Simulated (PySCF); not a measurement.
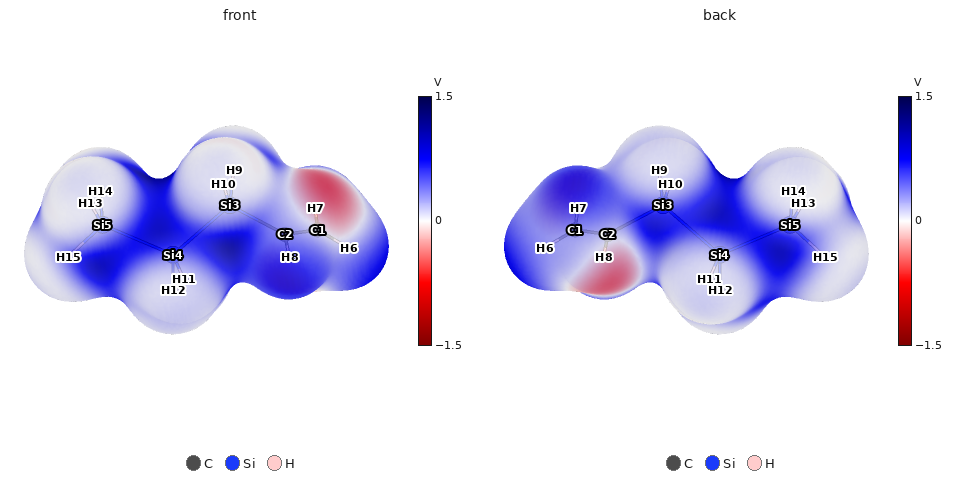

The picture shows: C₂H₁₀Si₃ (SMILES C=C[SiH2][SiH2][SiH3]). The molecular electrostatic potential painted on the density surface at 0.002 e/bohr³, seen from the front and from behind; the colour scale runs from red (negative) to blue (positive).

Geometry: GFN2-xTB.

Level of theory: CAM-B3LYP/def2-SVPD, SCF density, gas phase in PySCF.

```yaml
atoms:
  - { symbol: C, position_ang: [-2.3395, -0.6375, 2.1692] }
  - { symbol: C, position_ang: [-2.0968, -0.0772, 0.9949] }
  - { symbol: Si, position_ang: [-0.4743, 0.7322, 0.4905] }
  - { symbol: Si, position_ang: [0.6172, -0.5176, -1.1359] }
  - { symbol: Si, position_ang: [2.6346, 0.3290, -1.8860] }
  - { symbol: H, position_ang: [-3.2794, -1.1130, 2.4080] }
  - { symbol: H, position_ang: [-1.6014, -0.6409, 2.9554] }
  - { symbol: H, position_ang: [-2.8782, -0.1062, 0.2436] }
  - { symbol: H, position_ang: [0.3318, 0.9143, 1.7055] }
  - { symbol: H, position_ang: [-0.8127, 2.0796, 0.0045] }
  - { symbol: H, position_ang: [0.8119, -1.8956, -0.6512] }
  - { symbol: H, position_ang: [-0.2864, -0.7050, -2.2860] }
  - { symbol: H, position_ang: [2.4796, 1.6739, -2.4472] }
  - { symbol: H, position_ang: [3.6092, 0.4480, -0.7981] }
  - { symbol: H, position_ang: [3.2800, -0.4760, -2.9258] }
```

### Where is the surface potential most negative and most positive?

The most negative region (about −0.5 V) lies over the π face of C1 and C2, the most positive (about +1.1 V) over Si3 and Si5.
